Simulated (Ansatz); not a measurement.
C₂HAlN (SMILES [CH]=C=[N][Al]) (doublet)

```xyz
5

C    -2.3404    0.4831   -0.3279
C    -2.4663   -0.7763   -0.5595
Al   -2.3247   -3.7892   -1.0976
N    -2.4055   -1.9849   -0.7765
H    -2.9575    1.3512   -0.1893
```

Geometry: B3LYP/6-31G*.

Level of theory: isolated molecule in a Gaussian basis; Kohn-Sham density functional theory, functional PBE0 in Ansatz.

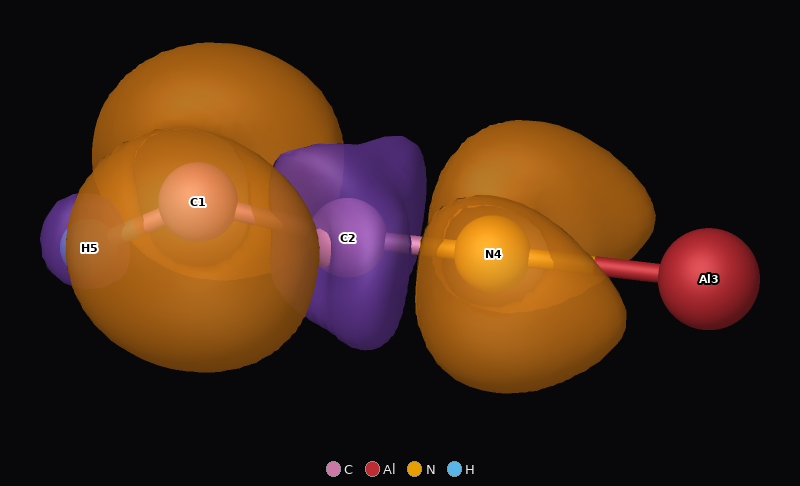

Figure 1. Isosurfaces of the spin density (α minus β) at +0.015 (orange) and −0.015 e/Å³ (purple), seen at a tilt.

Where is the unpaired spin?

Answer. The unpaired spin (1 electron) lies mostly on C1 (about 0.6) and N4 (about 0.3), in electrons by Hirshfeld's partition.

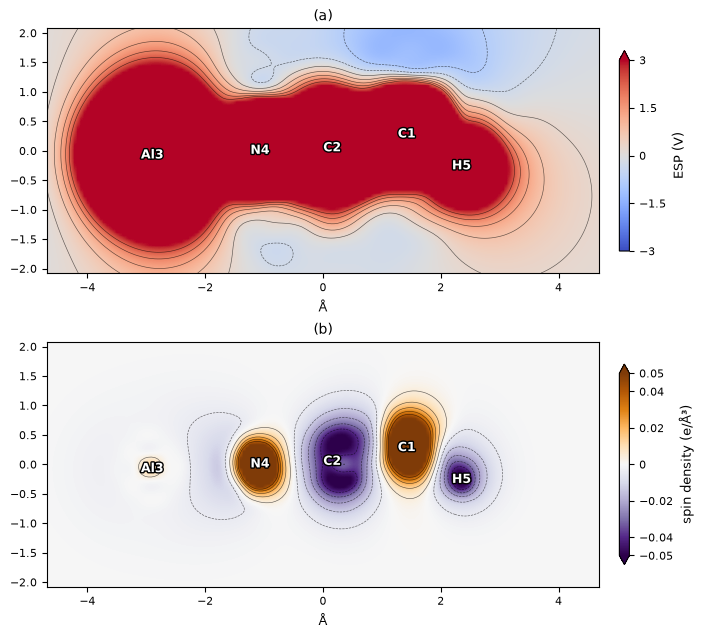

Figure 2. (a) electrostatic potential; (b) spin density on the molecular plane.

Interpret the plot.

Answer.
- Atoms in the plane: C, Al, N and H.
- Outside the dense part of the molecule the potential is most negative (−1.4 V) near C1.

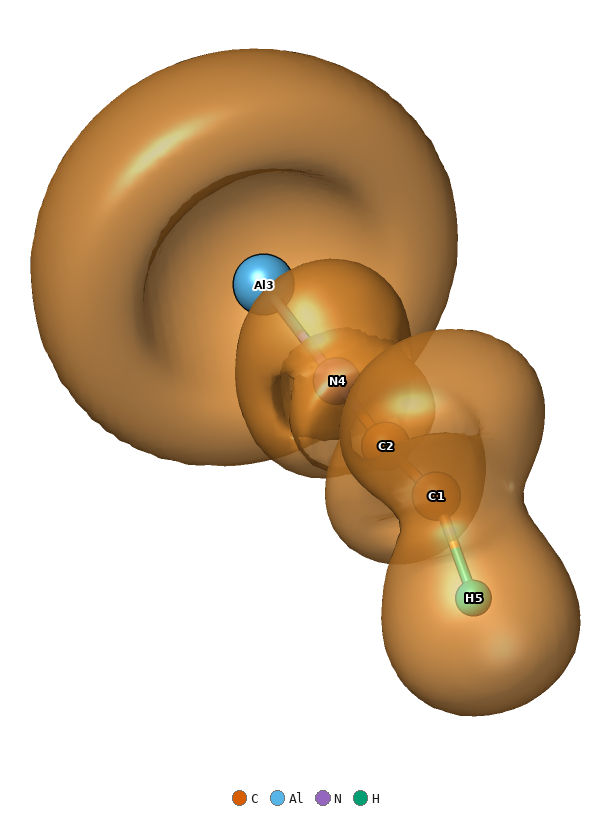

Figure 3. Isosurface of the electron localisation function at 0.75 (orange), seen at an oblique angle. Core shells and regions of very low density are left out.

What do the ELF domains correspond to?

Answer. At this value the surface marks out one region on N in which the atom's valence shell and bonds are merged, one lobe on Al, pointing away from the bonds (non-bonding electrons) and one joined region spread over several atoms (C, H), in which their bonds and any lone pairs are merged. Along the contacts the grid gives the following. C–N (1.23 Å): the ELF peaks at about 0.90 between the atoms; a multiple bond. C–C (1.29 Å): the ELF peaks at about 0.90 between the atoms; a multiple bond.
